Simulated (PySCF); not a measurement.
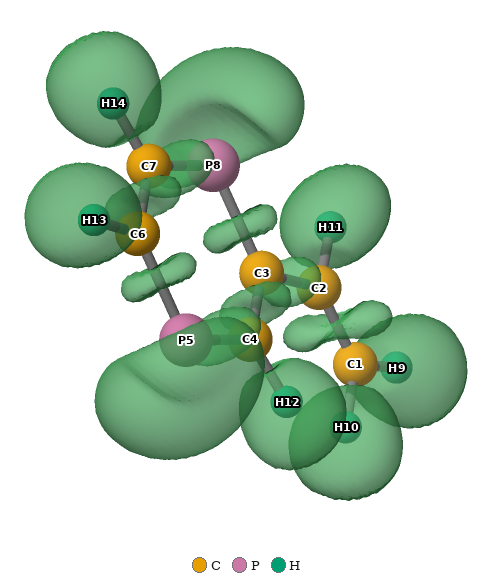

C6H6P2 (SMILES C=Cc1cpccp1). Isosurface of the electron localisation function at 0.85 (green), seen at an oblique angle. Only the valence region is drawn (cores and ρ < 0.01 e/Å³ removed).

Geometry: GFN2-xTB.

All numbers below come from PySCF, PBE0/pcSseg-1, SCF density, gas phase, non-relativistic.

Input

```
{"job": {"kind": "nmr", "xc": "PBE0", "basis": "pcSseg-1"}, "charge": 0, "multiplicity": 1}
C     -2.812403    -0.144795    -0.164267
C     -1.773179     0.437107     0.423402
C     -0.355334     0.189140     0.167911
C      0.057699    -0.574590    -0.906610
P      1.650284    -1.029162    -1.417176
C      2.662901    -0.265160    -0.227749
C      2.284414     0.511741     0.835830
P      0.690116     0.968968     1.349134
H     -3.822078     0.110615     0.107873
H     -2.710235    -0.897398    -0.927874
H     -1.954878     1.171368     1.201885
H     -0.719693    -0.961473    -1.557970
H      3.726835    -0.429725    -0.371404
H      3.074873     0.912890     1.464850
```

Command:

```sh
OMP_NUM_THREADS=1 python probes_run.py task.json out
```

### What do the ELF domains correspond to?

At this value the surface marks out four regions between bonded C–C atoms (shared pairs), four regions between bonded C–P atoms (shared pairs), six regions around hydrogen nuclei and two lobes on P, pointing away from the bonds (lone pairs). Profiles from the grid: C–C (1.33 Å): the ELF peaks at about 0.95 between the atoms (a multiple bond). C–P (1.73 Å): the ELF peaks at about 0.95 between the atoms (localised, covalent bonding).
